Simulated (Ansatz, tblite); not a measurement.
# The cluster Ge4Te3: rung by rung

Aim: run the singlet of the cluster Ge4Te3 at one geometry on many levels, and compare frontier levels, spin and run time.

Method: as each input shows; program: Ansatz 0.2.0, Gaussian basis.

Plan: GFN1-xTB, GFN2-xTB, PBE-D4/def2-TZVP, r2SCAN-D4/def2-TZVP, revPBE-D4/def2-TZVP, B3LYP-D4/def2-TZVP, PBE-D4/def2-SVP, PBE0-D4/def2-SVP, PBE-D4/def2-TZVPD, MP2/def2-SVP, RPA/def2-SVP.

13 further runs of the same task are left out: 10 that didn't finish, 3 set aside as unsound or not needed. Runs told in other sessions of the task aren't counted.

## 1. The relaxed structure

The geometry is that of the singlet, from an earlier relaxation (PBE0-D4/def2-SVP). At that level it is the lowest of the isomers that a small search found.

7 atoms, charge 0, spin multiplicity 1.

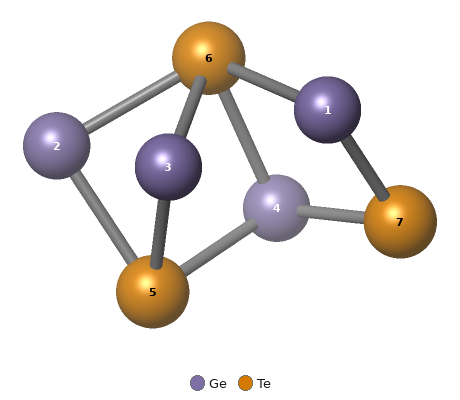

The structure; germanium purple, tellurium orange; atoms are numbered from 1 in the order of the file.

Te takes a core potential in the def2 sets. No spin-orbit coupling is included.

PBE0-D4/def2-TZVP was run before; its log isn't repeated, and its numbers join the tables.

## 2. GFN1-xTB

Tight binding, by tblite at 300 K electronic temperature and without a spin-polarisation term:

```python
tblite.interface.Calculator('GFN1-xTB', numbers, positions, charge=0, uhf=0).singlepoint()
```

Energy -495.3160 eV, HOMO -9.09 eV, LUMO -7.72 eV; 0.04 s.

## 3. GFN2-xTB

Tight binding, by tblite at 300 K electronic temperature and without a spin-polarisation term:

```python
tblite.interface.Calculator('GFN2-xTB', numbers, positions, charge=0, uhf=0).singlepoint()
```

Energy -467.9538 eV, HOMO -8.13 eV, LUMO -6.59 eV; 0.048 s.

## 4. PBE-D4/def2-TZVP

start.molden holds the orbitals of an earlier run on this state, given as this run's starting guess.

in.yaml reads:

```yaml
crystal:
  periodic: [false, false, false]
  atoms:
    - {symbol: Ge, position_ang: [2.276152, -0.713105, 0.098756]}
    - {symbol: Ge, position_ang: [-1.476832, 0.954377, -2.097065]}
    - {symbol: Ge, position_ang: [0.800722, 1.196156, -1.040049]}
    - {symbol: Ge, position_ang: [-1.241198, -0.925659, 1.341605]}
    - {symbol: Te, position_ang: [-1.319822, 1.742834, 0.541199]}
    - {symbol: Te, position_ang: [-0.236590, -1.414398, -1.281989]}
    - {symbol: Te, position_ang: [1.197558, -0.840194, 2.437543]}
basis:
  gaussian: {orbitals: def2-TZVP, initial_orbitals: start.molden}
hamiltonian: {xc: pbe, dispersion: d4}
scf: {omitted_lower_state_checks: [starts]}
output: {orbitals: {seedname: orbitals}}
```

Started as:

```sh
$ ansatz run in.yaml --threads 4 --pin off --events-out ev --progress --plain --max-ram 4787MiB
```

The program printed:

```text
Functional definition: PBE
  name "PBE"
  cite "Perdew, Burke & Ernzerhof, Phys. Rev. Lett. 77, 3865 (1996) doi:10.1103/PhysRevLett.77.3865"
  parent pbe
  parameter kappa = 0.804
  parameter beta = 0.06672455060314922
  exchange = pbe_x(kappa = kappa, mu = beta*pi^2/3)
  correlation = pbe_c(beta = beta)
these checks for a lower state are left out or cut short: starts
2590 factors; their error is unknown
mean field evaluation 1: about -247925.0027 eV, gradient 1.7e1 eV
mean field evaluation 2: about -247925.2831 eV, gradient 3.7e-1 eV
mean field evaluation 4: about -247924.8768 eV, gradient 9.1e-1 eV
mean field evaluation 8: about -247924.8771 eV, gradient 2.0e-5 eV
mean field -247924.87710424 eV, -9111.0711840632 hartree, gradient 2.0e-5 eV, S^2 0.000000; 0 other end points of the search recorded, 0 dependent functions left out
reference -247924.87714200 eV, -9111.0711854512 hartree; 100, 100 occupied and 242, 242 virtual orbitals, 2590 factors
Total energy: -247925.67293915 eV, -9111.1004304567 hartree
Checks for a lower state left out: starts
```

It took 14 s on 4 threads of Intel Xeon at 2.50GHz, shared host; peak memory 0.97 GiB.

From the report: HOMO -4.91 eV, LUMO -3.48 eV.

## 5. r2SCAN-D4/def2-TZVP

in.yaml: that of step 4 with these lines changed.

```diff
@@ -12,3 +12,3 @@
   gaussian: {orbitals: def2-TZVP, initial_orbitals: start.molden}
-hamiltonian: {xc: pbe, dispersion: d4}
+hamiltonian: {xc: r2scan, dispersion: d4}
 scf: {omitted_lower_state_checks: [starts]}
```

Launched as before.

The program printed:

```text
Functional definition: r2SCAN
  name "r2SCAN"
  cite "Furness, Kaplan, Ning, Perdew & Sun, J. Phys. Chem. Lett. 11, 8208 (2020) doi:10.1021/acs.jpclett.0c02405"
  cite "Furness, Kaplan, Ning, Perdew & Sun, J. Phys. Chem. Lett. 11, 9248 (2020) doi:10.1021/acs.jpclett.0c03077"
  parent r2scan
  parameter k0 = 0.174
  parameter k1 = 0.065
  parameter a1 = 4.9479
  exchange = r2scan_x(k0 = k0, k1 = k1, a1 = a1)
  correlation = r2scan_c
these checks for a lower state are left out or cut short: starts
2590 factors; their error is unknown
mean field evaluation 1: about -247966.7130 eV, gradient 1.3e1 eV
mean field evaluation 2: about -247966.8646 eV, gradient 2.1e-1 eV
mean field evaluation 4: about -247966.4610 eV, gradient 2.4e-3 eV
mean field -247966.46098175 eV, -9112.5993633754 hartree, gradient 2.6e-5 eV, S^2 0.000000; 0 other end points of the search recorded, 0 dependent functions left out
reference -247966.46099304 eV, -9112.5993637904 hartree; 100, 100 occupied and 242, 242 virtual orbitals, 2590 factors
Total energy: -247966.61208893 eV, -9112.6049164619 hartree
Checks for a lower state left out: starts
```

It took 26 s on 4 threads of Intel Xeon at 2.50GHz, shared host; peak memory 1 GiB.

HOMO -5.13 eV, LUMO -3.54 eV.

## 6. revPBE-D4/def2-TZVP

in.yaml: that of step 5 with these lines changed.

```diff
@@ -12,3 +12,3 @@
   gaussian: {orbitals: def2-TZVP, initial_orbitals: start.molden}
-hamiltonian: {xc: r2scan, dispersion: d4}
+hamiltonian: {xc: {name: revPBE}, dispersion: d4}
 scf: {omitted_lower_state_checks: [starts]}
```

Same command.

The program printed:

```text
Functional definition: revPBE
  name "revPBE"
  cite "Zhang & Yang, Phys. Rev. Lett. 80, 890 (1998) doi:10.1103/PhysRevLett.80.890"
  cite "Perdew, Burke & Ernzerhof, Phys. Rev. Lett. 77, 3865 (1996) doi:10.1103/PhysRevLett.77.3865"
  parameter kappa = 1.245
  parameter beta = 0.06672455060314922
  exchange = pbe_x(kappa = kappa, mu = beta*pi^2/3)
  correlation = pbe_c(beta = beta)
these checks for a lower state are left out or cut short: starts
2590 factors; their error is unknown
mean field evaluation 1: about -247945.4518 eV, gradient 1.6e1 eV
mean field evaluation 2: about -247945.6749 eV, gradient 3.1e-1 eV
mean field evaluation 4: about -247945.2676 eV, gradient 9.1e-1 eV
mean field evaluation 8: about -247945.2679 eV, gradient 2.1e-5 eV
mean field -247945.26788831 eV, -9111.8205315566 hartree, gradient 2.1e-5 eV, S^2 0.000000; 0 other end points of the search recorded, 0 dependent functions left out
reference -247945.26793531 eV, -9111.8205332839 hartree; 100, 100 occupied and 242, 242 virtual orbitals, 2590 factors
Total energy: -247946.68134852 eV, -9111.8724752614 hartree
Checks for a lower state left out: starts
```

Run time: 15 s. Hardware: 4 threads of Intel Xeon at 2.50GHz, shared host; peak memory 0.97 GiB.

HOMO -4.84 eV, LUMO -3.40 eV.

## 7. B3LYP-D4/def2-TZVP

in.yaml: that of step 6 with these lines changed.

```diff
@@ -12,3 +12,3 @@
   gaussian: {orbitals: def2-TZVP, initial_orbitals: start.molden}
-hamiltonian: {xc: {name: revPBE}, dispersion: d4}
+hamiltonian: {xc: {name: B3LYP}, dispersion: d4}
 scf: {omitted_lower_state_checks: [starts]}
```

The command is unchanged.

The program printed:

```text
Functional definition: B3LYP
  name "B3LYP"
  cite "Stephens, Devlin, Chabalowski & Frisch, J. Phys. Chem. 98, 11623 (1994) doi:10.1021/j100096a001"
  cite "Becke, Phys. Rev. A 38, 3098 (1988) doi:10.1103/PhysRevA.38.3098"
  cite "Lee, Yang & Parr, Phys. Rev. B 37, 785 (1988) doi:10.1103/PhysRevB.37.785"
  cite "Vosko, Wilk & Nusair, Can. J. Phys. 58, 1200 (1980) doi:10.1139/p80-159"
  parameter a0 = 0.2
  parameter ax = 0.72
  parameter ac = 0.81
  exchange = (1 - a0 - ax)*slater_x + ax*b88_x + a0*exact_x
  correlation = (1 - ac)*vwn_rpa_c + ac*lyp_c
these checks for a lower state are left out or cut short: starts
2825 factors; their error is unknown
the host lacks memory for fits, so the integrals are decomposed
2731 factors; integrals over basis functions are off by at most 7.6e-4 eV
mean field evaluation 1: about -247970.0858 eV, gradient 9.2e0 eV
mean field evaluation 2: about -247970.2207 eV, gradient 1.5e-1 eV
mean field evaluation 4: about -247970.3292 eV, gradient 5.0e-4 eV
mean field -247970.32921684 eV, -9112.7415183929 hartree, gradient 2.9e-5 eV, S^2 0.000000; 0 other end points of the search recorded, 0 dependent functions left out
reference -247970.32947942 eV, -9112.7415280426 hartree; 100, 100 occupied and 242, 242 virtual orbitals, 2731 factors
Total energy: -247971.67116382 eV, -9112.7908340346 hartree
Checks for a lower state left out: starts
```

Run time: 47 s. Hardware: 4 threads of Intel Xeon at 2.50GHz, shared host; peak memory 2.1 GiB.

HOMO -5.49 eV, LUMO -3.04 eV.

## 8. PBE-D4/def2-SVP

in.yaml: that of step 7 with these lines changed.

```diff
@@ -11,4 +11,4 @@
 basis:
-  gaussian: {orbitals: def2-TZVP, initial_orbitals: start.molden}
-hamiltonian: {xc: {name: B3LYP}, dispersion: d4}
+  gaussian: {orbitals: def2-SVP, initial_orbitals: start.molden}
+hamiltonian: {xc: pbe, dispersion: d4}
 scf: {omitted_lower_state_checks: [starts]}
```

The command is unchanged.

The program printed:

```text
Functional definition: PBE
  name "PBE"
  cite "Perdew, Burke & Ernzerhof, Phys. Rev. Lett. 77, 3865 (1996) doi:10.1103/PhysRevLett.77.3865"
  parent pbe
  parameter kappa = 0.804
  parameter beta = 0.06672455060314922
  exchange = pbe_x(kappa = kappa, mu = beta*pi^2/3)
  correlation = pbe_c(beta = beta)
these checks for a lower state are left out or cut short: starts
2364 factors; their error is unknown
mean field evaluation 1: about -247895.2631 eV, gradient 3.8e1 eV
mean field evaluation 2: about -247895.7231 eV, gradient 8.2e-1 eV
mean field evaluation 4: about -247895.5969 eV, gradient 7.6e-2 eV
mean field -247895.59692376 eV, -9109.9951572775 hartree, gradient 1.4e-5 eV, S^2 0.000000; 0 other end points of the search recorded, 0 dependent functions left out
reference -247895.59695973 eV, -9109.9951585995 hartree; 100, 100 occupied and 106, 106 virtual orbitals, 2364 factors
Total energy: -247896.39275687 eV, -9110.0244036050 hartree
Checks for a lower state left out: starts
```

It took 6.5 s on 4 threads of Intel Xeon at 2.50GHz, shared host.

Report: HOMO -4.93 eV, LUMO -3.50 eV.

## 9. PBE0-D4/def2-SVP

in.yaml: that of step 8 with these lines changed.

```diff
@@ -12,3 +12,3 @@
   gaussian: {orbitals: def2-SVP, initial_orbitals: start.molden}
-hamiltonian: {xc: pbe, dispersion: d4}
+hamiltonian: {xc: pbe0, dispersion: d4}
 scf: {omitted_lower_state_checks: [starts]}
```

The command is unchanged.

The program printed:

```text
Functional definition: PBE0
  name "PBE0"
  cite "Adamo & Barone, J. Chem. Phys. 110, 6158 (1999) doi:10.1063/1.478522"
  cite "Perdew, Burke & Ernzerhof, Phys. Rev. Lett. 77, 3865 (1996) doi:10.1103/PhysRevLett.77.3865"
  parent pbe
  parameter a = 0.25
  parameter kappa = 0.804
  parameter beta = 0.06672455060314922
  exchange = (1 - a)*pbe_x(kappa = kappa, mu = beta*pi^2/3) + a*exact_x
  correlation = pbe_c(beta = beta)
these checks for a lower state are left out or cut short: starts
2263 factors; integrals over basis functions are off by at most 3.5e-4 eV
mean field evaluation 1: about -247901.9205 eV, gradient 3.5e1 eV
mean field evaluation 2: about -247902.1106 eV, gradient 3.1e-1 eV
mean field evaluation 4: about -247902.1510 eV, gradient 7.8e-4 eV
mean field -247902.15095079 eV, -9110.2360133284 hartree, gradient 2.7e-5 eV, S^2 0.000000; 0 other end points of the search recorded, 0 dependent functions left out
reference -247902.15097794 eV, -9110.2360143263 hartree; 100, 100 occupied and 106, 106 virtual orbitals, 2263 factors
Total energy: -247902.84704320 eV, -9110.2615942525 hartree
Checks for a lower state left out: starts
```

It took 19 s on 4 threads of Intel Xeon at 2.50GHz, shared host; peak memory 0.97 GiB.

Report: HOMO -5.75 eV, LUMO -3.02 eV.

## 10. PBE-D4/def2-TZVPD

in.yaml: that of step 9 with these lines changed.

```diff
@@ -11,4 +11,4 @@
 basis:
-  gaussian: {orbitals: def2-SVP, initial_orbitals: start.molden}
-hamiltonian: {xc: pbe0, dispersion: d4}
+  gaussian: {orbitals: def2-TZVPD, initial_orbitals: start.molden}
+hamiltonian: {xc: pbe, dispersion: d4}
 scf: {omitted_lower_state_checks: [starts]}
```

Same command.

The program printed:

```text
Functional definition: PBE
  name "PBE"
  cite "Perdew, Burke & Ernzerhof, Phys. Rev. Lett. 77, 3865 (1996) doi:10.1103/PhysRevLett.77.3865"
  parent pbe
  parameter kappa = 0.804
  parameter beta = 0.06672455060314922
  exchange = pbe_x(kappa = kappa, mu = beta*pi^2/3)
  correlation = pbe_c(beta = beta)
these checks for a lower state are left out or cut short: starts
2839 factors; their error is unknown
mean field evaluation 1: about -247924.6170 eV, gradient 2.1e1 eV
mean field evaluation 2: about -247924.9565 eV, gradient 4.9e-1 eV
mean field evaluation 4: about -247924.9400 eV, gradient 1.0e-1 eV
mean field -247924.94002965 eV, -9111.0734965294 hartree, gradient 2.8e-5 eV, S^2 0.000000; 0 other end points of the search recorded, 0 dependent functions left out
reference -247924.94010055 eV, -9111.0734991350 hartree; 100, 100 occupied and 293, 293 virtual orbitals, 2839 factors
Total energy: -247925.73589769 eV, -9111.1027441405 hartree
Checks for a lower state left out: starts
```

Wall time 21 s (4 threads of Intel Xeon at 2.50GHz, shared host); peak memory 1.4 GiB.

HOMO -4.92 eV, LUMO -3.50 eV.

## 11. MP2/def2-SVP

in.yaml: that of step 10 with these lines changed.

```diff
@@ -11,4 +11,4 @@
 basis:
-  gaussian: {orbitals: def2-TZVPD, initial_orbitals: start.molden}
-hamiltonian: {xc: pbe, dispersion: d4}
+  gaussian: {orbitals: def2-SVP, initial_orbitals: start.molden}
+correlation: {method: mp2}
 scf: {omitted_lower_state_checks: [starts]}
```

The command is unchanged.

The program printed:

```text
Functional definition: HF
  name "HF"
  cite "Fock, Z. Phys. 61, 126 (1930) doi:10.1007/BF01340294"
  parent pbe
  exchange = exact_x
  correlation = 0
these checks for a lower state are left out or cut short: starts
2263 factors; integrals over basis functions are off by at most 3.5e-4 eV
mean field evaluation 1: about -247663.7647 eV, gradient 4.1e1 eV
mean field evaluation 2: about -247665.4104 eV, gradient 2.2e0 eV
mean field evaluation 4: about -247665.6352 eV, gradient 7.6e-1 eV
mean field evaluation 8: about -247665.6376 eV, gradient 8.9e-5 eV
mean field -247665.63763737 eV, -9101.5443093747 hartree, gradient 1.6e-6 eV, S^2 0.000000; 0 other end points of the search recorded, 0 dependent functions left out
48 core orbitals not correlated: weight in the atoms' cores, before any rotation towards them, 1.000 or more for the frozen orbitals, at most 0.000 for the correlated occupied ones
reference -247665.63763737 eV, -9101.5443093747 hartree; 52, 52 occupied and 106, 106 virtual orbitals, 2263 factors
second order -33.75265019 eV of doubles, -0.00000000 eV of singles
Total energy: -247699.39028756 eV, -9102.7846963907 hartree
Checks for a lower state left out: starts
```

Run time: 24 s. Hardware: 4 threads of Intel Xeon at 2.50GHz, shared host; peak memory 1 GiB.

Report: Hartree-Fock HOMO -7.36 eV, LUMO -0.45 eV.

## 12. RPA/def2-SVP

in.yaml: that of step 11 with these lines changed.

```diff
@@ -12,4 +12,4 @@
   gaussian: {orbitals: def2-SVP, initial_orbitals: start.molden}
-correlation: {method: mp2}
+hamiltonian: {xc: pbe}
+correlation: {method: rpa}
 scf: {omitted_lower_state_checks: [starts]}
-output: {orbitals: {seedname: orbitals}}
```

Same command.

The program printed:

```text
Functional definition: PBE
  name "PBE"
  cite "Perdew, Burke & Ernzerhof, Phys. Rev. Lett. 77, 3865 (1996) doi:10.1103/PhysRevLett.77.3865"
  parent pbe
  parameter kappa = 0.804
  parameter beta = 0.06672455060314922
  exchange = pbe_x(kappa = kappa, mu = beta*pi^2/3)
  correlation = pbe_c(beta = beta)
these checks for a lower state are left out or cut short: starts
2263 factors; integrals over basis functions are off by at most 3.5e-4 eV
mean field evaluation 1: about -247895.1313 eV, gradient 3.8e1 eV
mean field evaluation 2: about -247895.5910 eV, gradient 8.2e-1 eV
mean field evaluation 4: about -247895.5969 eV, gradient 1.1e-1 eV
mean field evaluation 8: about -247895.5969 eV, gradient 2.9e-5 eV
mean field -247895.59689652 eV, -9109.9951562764 hartree, gradient 1.1e-6 eV, S^2 0.000000; 0 other end points of the search recorded, 0 dependent functions left out
48 core orbitals not correlated: weight in the atoms' cores, before any rotation towards them, 1.000 or more for the frozen orbitals, at most 0.000 for the correlated occupied ones
reference -247662.51912147 eV, -9101.4297060292 hartree; 52, 52 occupied and 106, 106 virtual orbitals, 2263 factors
Total energy: -247710.85383949 eV, -9103.2059741541 hartree
Checks for a lower state left out: starts
```

Wall time 22 s (4 threads of Intel Xeon at 2.50GHz, shared host); peak memory 0.84 GiB.

## 13. Levels side by side

| level | functions | HOMO (eV) | LUMO (eV) | gap (eV) | time |
| --- | --- | --- | --- | --- | --- |
| PBE-D4/def2-SVP | 206 | -4.93 | -3.50 | 1.44 | 6.5 s |
| PBE-D4/def2-TZVP | 342 | -4.91 | -3.48 | 1.43 | 14 s |
| PBE-D4/def2-TZVPD | 393 | -4.92 | -3.50 | 1.42 | 21 s |
| revPBE-D4/def2-TZVP | 342 | -4.84 | -3.40 | 1.44 | 15 s |
| r2SCAN-D4/def2-TZVP | 342 | -5.13 | -3.54 | 1.59 | 26 s |
| B3LYP-D4/def2-TZVP | 342 | -5.49 | -3.04 | 2.46 | 47 s |
| PBE0-D4/def2-SVP | 206 | -5.75 | -3.02 | 2.74 | 19 s |
| PBE0-D4/def2-TZVP | 342 | -5.69 | -2.96 | 2.73 | 69 s |

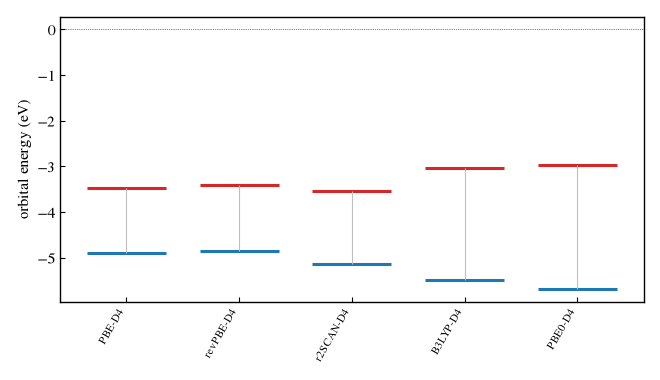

Highest filled (blue) and lowest empty (red) level in def2-TZVP.

Energy pieces by basis (eV):

| basis | HF | MP2 correlation | total |
| --- | --- | --- | --- |
| def2-SVP | -247665.6376 | -33.7527 | -247699.3903 (MP2) |

## 14. Binding energy

Free atoms were run apart at each level; binding is atoms less cluster, divided by the number of atoms, without zero-point or spin-orbit terms.

| level | binding an atom (eV) |
| --- | --- |
| HF/def2-SVP | 1.250 |
| PBE-D4/def2-SVP | 2.993 |
| PBE-D4/def2-TZVP | 3.009 |
| PBE-D4/def2-TZVPD | 3.013 |
| revPBE-D4/def2-TZVP | 2.869 |
| r2SCAN-D4/def2-TZVP | 2.825 |
| B3LYP-D4/def2-TZVP | 2.755 |
| PBE0-D4/def2-SVP | 2.812 |
| PBE0-D4/def2-TZVP | 2.843 |
| RPA/def2-SVP | 2.128 |
| MP2/def2-SVP | 2.505 |

## 15. What came out

```
                                                 quantity                                value
gap in def2-TZVP, named functionals, smallest and largest  1.43 eV (PBE-D4), 2.73 eV (PBE0-D4)
                         correlation energy, MP2/def2-SVP                            -33.75 eV
                binding an atom, functionals in def2-TZVP  2.75 (B3LYP-D4) to 3.01 eV (PBE-D4)
          PBE0 total energy, smallest basis above largest       29.23 eV (def2-SVP, def2-TZVP)
```

Orbital gaps of the named functionals in def2-TZVP span 1.43 eV (PBE-D4) to 2.73 eV (PBE0-D4); exact exchange widens it.

The slowest run with a step of its own, B3LYP-D4/def2-TZVP, took 47 s; the quickest functional in def2-TZVP took 14 s (shared host).
